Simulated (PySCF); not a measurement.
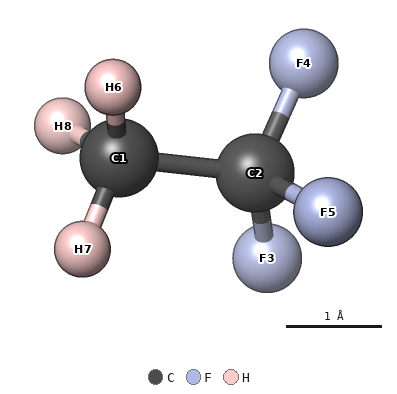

**Figure 1.** The input geometry (ball-and-stick view, seen at a tilt; atoms are numbered from 1 in the order of the input). Bond lengths as drawn: C–C 1.50 Å, C–F 1.34 Å and C–H 1.10 Å.

## Core-level calculation, with input and output: C2H3F3

C2H3F3 (1,1,1-trifluoroethane), computed with delta-SCF UKS B3LYP, pcX-2 on the ionised atom, pcseg-1 elsewhere, spin-free X2C (PySCF 2.14.0).

Figures and captions count atoms from 1; the log counts them from 0 in places.

**Log**
```
ground state, core basis on atom 0 (C), 116 functions
  cycle   1  E = -377.67233647  |g| = 8.28e-01
  cycle   2  E = -377.54212546  |g| = 1.25e+00
  cycle   3  E = -377.79246702  |g| = 7.16e-02
  cycle   4  E = -377.79333687  |g| = 3.18e-02
  cycle   5  E = -377.79355485  |g| = 2.21e-03
  cycle   6  E = -377.79355637  |g| = 2.61e-04
  E(ground) = -377.79365680 Eh
hole in C 1s of atom 0
  cycle   1  E = -366.52297670  |g| = 1.51e+00
  cycle   2  E = -366.15410532  |g| = 1.63e+00
  cycle   3  E = -367.02634026  |g| = 2.92e-01
  cycle   4  E = -367.04862522  |g| = 1.62e-01
  cycle   5  E = -367.05651811  |g| = 2.12e-02
  cycle   6  E = -367.05668435  |g| = 5.57e-03
  cycle   7  E = -367.05669918  |g| = 1.34e-03
  cycle   8  E = -367.05670107  |g| = 3.98e-04
  E(ion) = -367.05678603 Eh   <S^2> = 0.7590   hole on atom = 1.000   binding energy = 292.165 eV
ground state, core basis on atom 1 (C), 116 functions
  cycle   1  E = -377.80477143  |g| = 5.37e-02
  cycle   2  E = -377.80463030  |g| = 4.73e-02
  cycle   3  E = -377.80497580  |g| = 1.53e-02
  cycle   4  E = -377.80500889  |g| = 3.74e-03
  cycle   5  E = -377.80501282  |g| = 3.16e-04
  E(ground) = -377.80524245 Eh
hole in C 1s of atom 1
  cycle   1  E = -366.31493454  |g| = 1.50e+00
  cycle   2  E = -365.33444681  |g| = 2.22e+00
  cycle   3  E = -366.77239870  |g| = 4.39e-01
  cycle   4  E = -366.82387772  |g| = 1.74e-01
  cycle   5  E = -366.83281273  |g| = 2.58e-02
  cycle   6  E = -366.83307359  |g| = 7.55e-03
  cycle   7  E = -366.83310375  |g| = 1.83e-03
  cycle   8  E = -366.83310676  |g| = 6.91e-04
  cycle   9  E = -366.83310712  |g| = 6.32e-04
  cycle  10  E = -366.83310791  |g| = 7.54e-05
  E(ion) = -366.83333140 Eh   <S^2> = 0.7613   hole on atom = 1.000   binding energy = 298.561 eV
ground state, core basis on atom 2 (F), 116 functions
  cycle   1  E = -377.84303194  |g| = 8.47e-02
  cycle   2  E = -377.84280985  |g| = 5.44e-02
  cycle   3  E = -377.84303018  |g| = 3.72e-02
  cycle   4  E = -377.84321685  |g| = 1.77e-03
  cycle   5  E = -377.84321744  |g| = 7.33e-04
  cycle   6  E = -377.84321692  |g| = 8.45e-05
  E(ground) = -377.84344454 Eh
hole in F 1s of atom 2
  cycle   1  E = -351.46654887  |g| = 2.60e+00
  cycle   2  E = -351.42176398  |g| = 2.15e+00
  cycle   3  E = -352.29732885  |g| = 4.23e-01
  cycle   4  E = -352.31689217  |g| = 3.21e-01
  cycle   5  E = -352.34919764  |g| = 2.23e-02
  cycle   6  E = -352.34933914  |g| = 9.76e-03
  cycle   7  E = -352.34938586  |g| = 1.22e-03
  cycle   8  E = -352.34938633  |g| = 4.54e-04
  E(ion) = -352.34967955 Eh   <S^2> = 0.7548   hole on atom = 1.000   binding energy = 693.721 eV
```

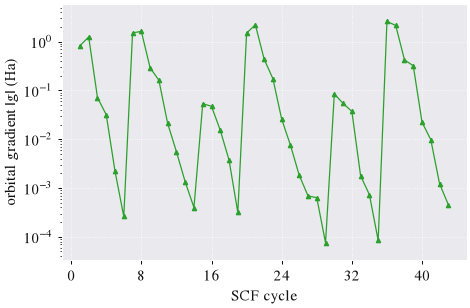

**Figure 2.** Convergence of the self-consistent field: orbital gradient |g| against the SCF cycle. All cycles printed in the log are drawn one after another.

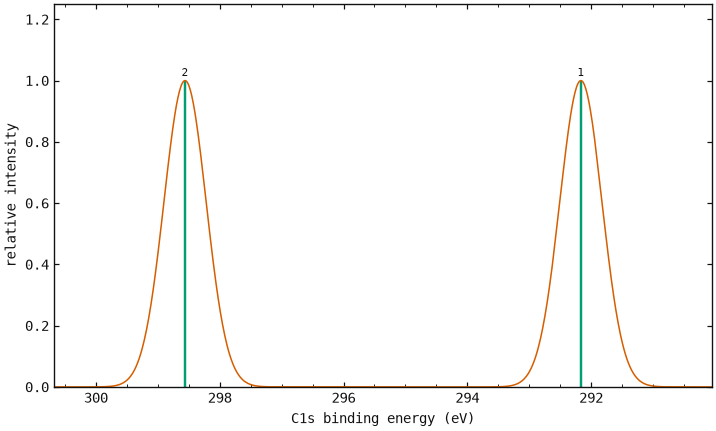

**Figure 3.** C1s binding energies by ΔSCF of the atoms computed, labelled by atom number, with a Gaussian envelope of 0.8 eV full width. They run from 292.17 eV (atom 1) to 298.56 eV (atom 2).

This output came from the following input.

**Input file**
```
{"job": {"kind": "xps", "xc": "B3LYP"}, "charge": 0, "multiplicity": 1}
C      0.717766     0.095824     0.339293
C     -0.619972    -0.088996    -0.311441
F     -0.500773    -0.565396    -1.555200
F     -1.383920    -0.948066     0.372929
F     -1.293798     1.064322    -0.391018
H      0.580371     0.485668     1.355760
H      1.315604     0.806181    -0.245541
H      1.238207    -0.869151     0.385865
```

The first line tells a small driver script what to run in PySCF; the rest is the geometry in Å.

Command:
```bash
OMP_NUM_THREADS=1 python <driver script> task.json out
```

**Summary**

| quantity | value |
| --- | --- |
| outcome | converged |
| hardware | 1 CPU thread, shared host |
| wall time | 11 s |
| peak memory | 0.44 GiB |
